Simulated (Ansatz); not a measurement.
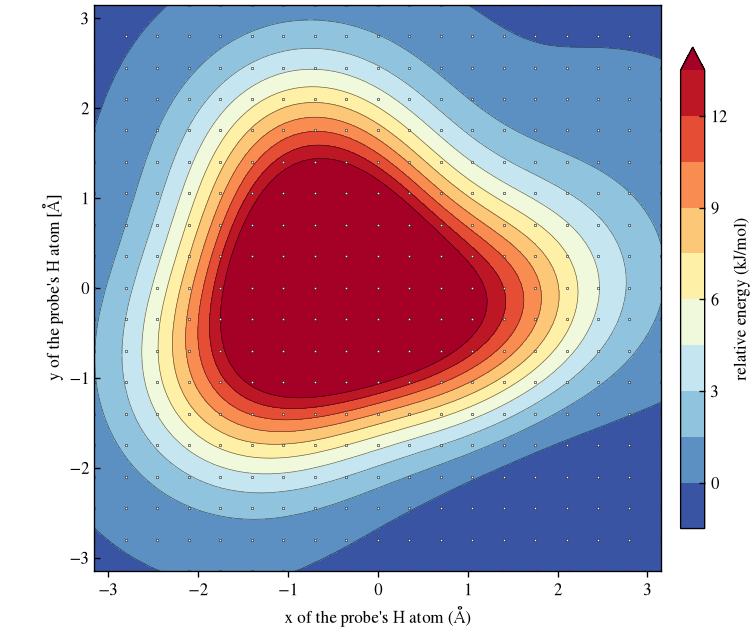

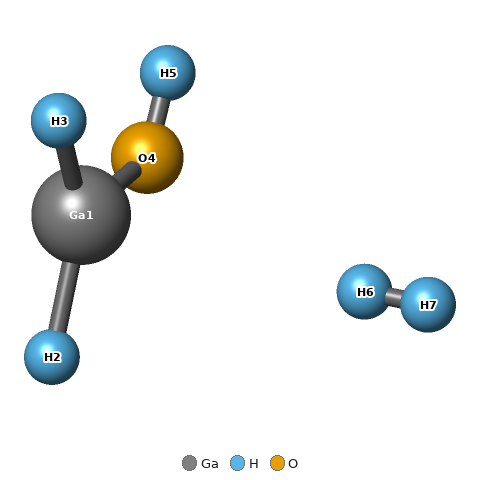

Energy landscape of GaH₃O with the probe H2. The probe is moved over a plane parallel to the molecule's main plane, 2.10 Å above it. First axis: x of the probe's H atom. Second axis: y of the probe's H atom. Nothing is relaxed (molecule and probe rigid, the probe upright with H nearest the plane). The scan uses a 19 × 19 grid. All energies are given in kJ/mol relative to molecule and probe far apart, each relaxed in its own basis (no counterpoise correction). Computed with Ansatz 0.2.0, RHF/def2-SVPD.

Drawn: filled contours, dots at the grid points, one colour for all values above the top of the scale. Between grid points the surface is interpolated. The second picture is the structure at the lowest point.

Summarise what can be read from the map.

The lowest grid point is at x of the probe's H atom = 1.75 Å, y of the probe's H atom = −2.45 Å, −1.0 kJ/mol from molecule and probe far apart, each relaxed in its own basis (no counterpoise correction). The energy also falls towards the edge at x of the probe's H atom = −3.15 Å, y of the probe's H atom = 3.15 Å (0.8 kJ/mol above the lowest) and x of the probe's H atom = −3.15 Å, y of the probe's H atom = −3.15 Å (0.9 kJ/mol above the lowest), where a further well may lie outside the range. The highest grid point, x of the probe's H atom = −0.35 Å, y of the probe's H atom = 0.00 Å, lies 26.4 kJ/mol above the lowest. Near the minimum the curvatures are about 0.0057 and 0.026 eV/Å² along the soft and the stiff direction.

The input of one point:

```yaml
crystal:
  periodic: [false, false, false]
  atoms:
    - { symbol: Ga, position_ang: [-0.552994, 0.02448, 1.1e-05] }
    - { symbol: H, position_ang: [-1.636039, -1.10021, 2.0e-06] }
    - { symbol: H, position_ang: [-0.800726, 1.574133, -7.0e-06] }
    - { symbol: O, position_ang: [1.136919, -0.555179, -2.0e-05] }
    - { symbol: H, position_ang: [1.85284, 0.056775, 1.4e-05] }
    - { symbol: H, position_ang: [1.75, -2.45, 2.1] }
    - { symbol: H, position_ang: [1.75, -2.45, 2.847247] }
basis:
  gaussian: { orbitals: def2-SVPD }
hamiltonian:
  xc: hf
output:
  forces: true
```

Time for the 361 points that were run: 13 min on 1 thread of Arm Neoverse V2 (shared host).
